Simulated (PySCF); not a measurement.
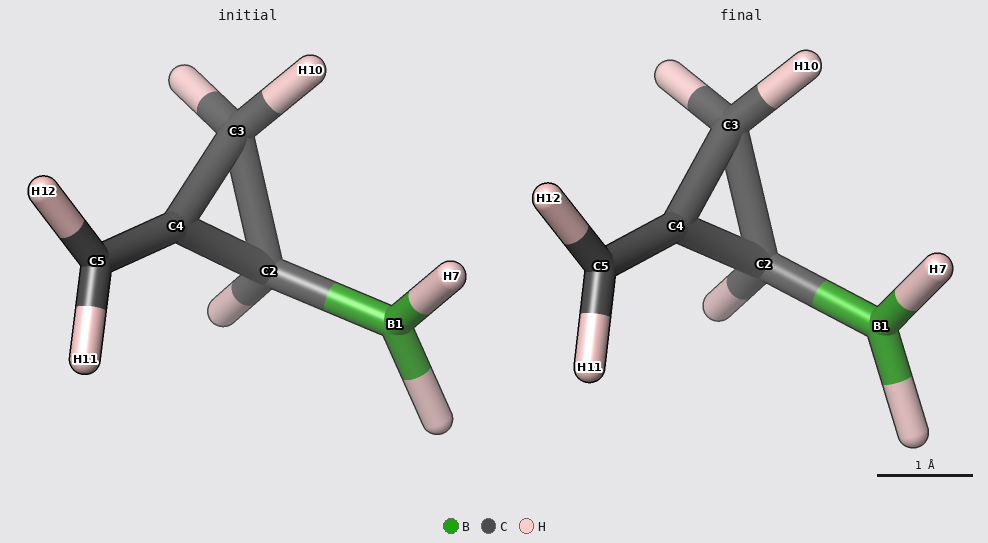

The structure of C4H7B before (left) and after (right) a relaxation, at one scale.

Style: stick. Shown at a tilt.

The start comes from GFN2-xTB. Its atoms were then displaced at random by about 0.01 Å.

Level of theory: PBE0-D3(BJ)/def2-SVP geometry optimisation, gas phase (PySCF 2.14.0, density-fitted response routines). 

Question: Summarise the run.

Answer: After 10 geometry steps the energy has fallen by 16.6 kJ/mol. The atom that moves furthest after the best rigid fit is an H atom (0.35 Å). Largest moves by element: H 0.35 Å, C 0.13 Å, B 0.10 Å. Some distances before and after: B–H 1.169 → 1.211 Å, C–C 1.286 → 1.323 Å, C–C 1.526 → 1.496 Å, C–H 1.069 → 1.096 Å. Bond angles that change, for instance: B–C–C 116.8° → 107.6°, C–C–H 113.8° → 116.8°, C–C–H 120.8° → 117.8°.
